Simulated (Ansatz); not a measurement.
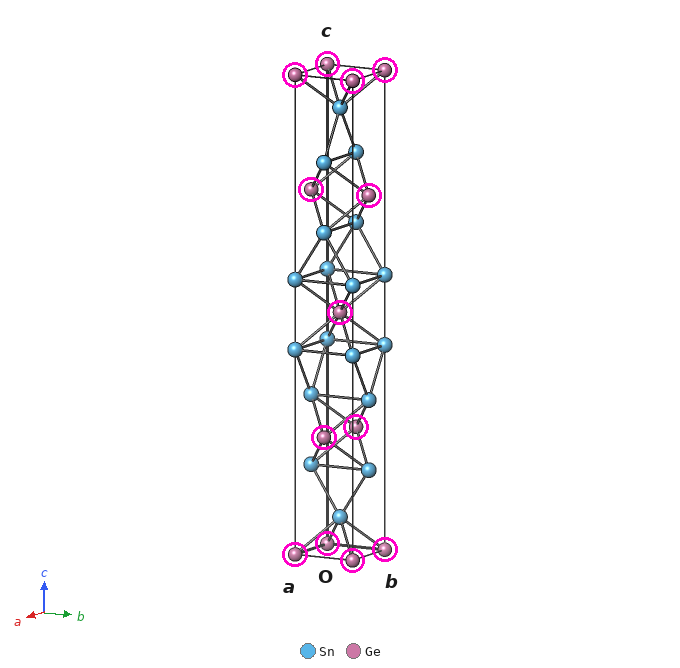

Crystal: Sn2Ge, coordinates from a relaxation (final pressure about 20 GPa) with DFT, PAW plane waves, pbesol (Ansatz 0.2.0); the starting structure was generated, so it need not be a known form of this composition. One unit cell; the ringed atoms, with their copies on corners, edges and faces, form one crystallographic orbit. Symmetry computed with spglib at a tolerance of 0.002 Å; standard conventional cell.

a = 3.184 Å, b = 3.184 Å, c = 23.604 Å, α = 90.00°, β = 90.00°, γ = 90.00°; space group I4₁/amd, No. 141, origin choice 1.

> Which Wyckoff position do the ringed atoms fill?

Ge on 4a, site symmetry -4m2: 32 operations a cell over 8 that keep the site give 4 atoms, with 0 free parameters.

> List their coordinates.

(0, 0, 0); (1/2, 0, 3/4); (1/2, 1/2, 1/2); (0, 1/2, 1/4).
